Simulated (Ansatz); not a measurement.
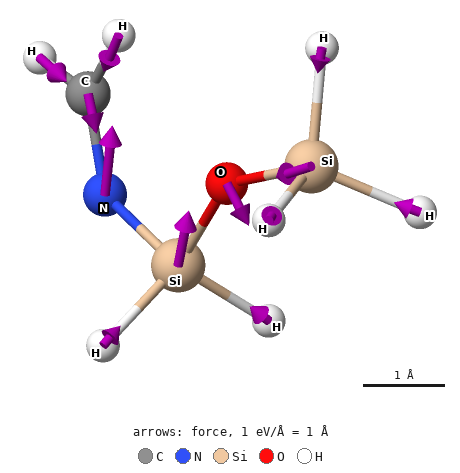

Starting geometry of CH7NOSi2 with the computed forces as purple arrows. The picture is a ball-and-stick view, seen from a free direction.

The start comes from PBE-D4/def2-SVP.

Theory: Ansatz, RKS PBE0-D4/def2-TZVP. Settings: force threshold 0.005 eV/Å; at most 150 steps.

**Is this structure relaxed? If not, where do the atoms go?**

It isn't relaxed: the largest force vector, on the N atom, is 0.93 eV/Å. The final displacements have little in common with the starting forces (cosine between the two patterns 0.18). The largest moves after the best rigid fit, 0.50 Å, are those of O and H atoms. Largest moves by element: O 0.50 Å, H 0.50 Å, C 0.26 Å, N 0.18 Å, Si 0.17 Å. Near-neighbour distances that change, for instance: O–Si 1.676 → 1.637 Å, N–Si 1.751 → 1.727 Å, H–Si 1.505 → 1.484 Å, C–H 1.120 → 1.101 Å. Groups turn about O–Si by about 60°, O–Si by about 50°. The energy falls by 0.101 eV in 44 accepted moves (50 points after the start). Largest force component: 0.93 eV/Å at the start, 0.0042 eV/Å at the end. The line search rejected the trial steps at points 21, 27, 34, 35, 42, 48 of the run. The forces were under the threshold at step 6, but the run went on from there. The run took 3.2 min on 4 threads of Arm Neoverse V1, on a shared host.
